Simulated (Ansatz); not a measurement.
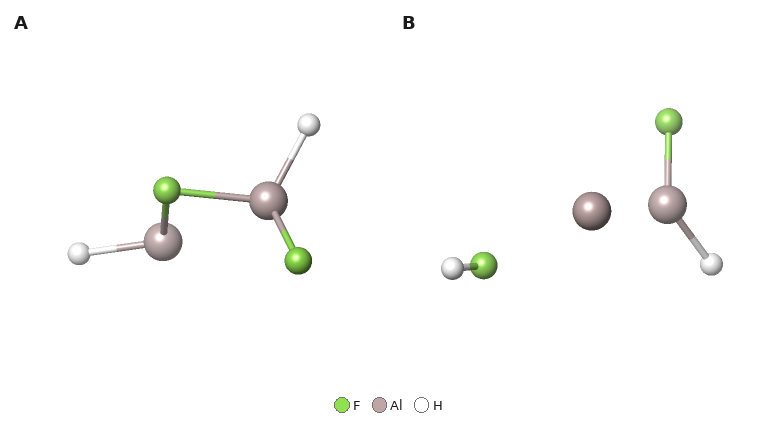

2 stationary structures of one formula. Geometries: PBE0-D4/def2-TZVP. Electronic energies: RHF-CCSD(T) (frozen core)/def2-TZVPP (Ansatz 0.2.0), without zero-point energy. No frequency run is at hand to confirm each as a minimum.

Question: Which structure is the most stable?

Answer: A is lowest (C1); B lies 259.4 kJ/mol above it (C1).

Give E(B) − E(A) in kJ/mol at these levels too: B3LYP-D4/def2-TZVPP; r2SCAN-D4/def2-TZVPP; PBE0-D4/def2-TZVP; PBE-D4/def2-TZVPP; ωB97M-V/def2-TZVPP; RHF-CCSD(T) (frozen core)/def2-TZVPP; PBE0-D4/def2-TZVPP.

```csv
level,E(B) − E(A) (kJ/mol)
B3LYP-D4/def2-TZVPP,+256.5
r2SCAN-D4/def2-TZVPP,+287.4
PBE0-D4/def2-TZVP,+259.0
PBE-D4/def2-TZVPP,+248.8
ωB97M-V/def2-TZVPP,+265.8
RHF-CCSD(T) (frozen core)/def2-TZVPP,+259.4
PBE0-D4/def2-TZVPP,+254.7
```
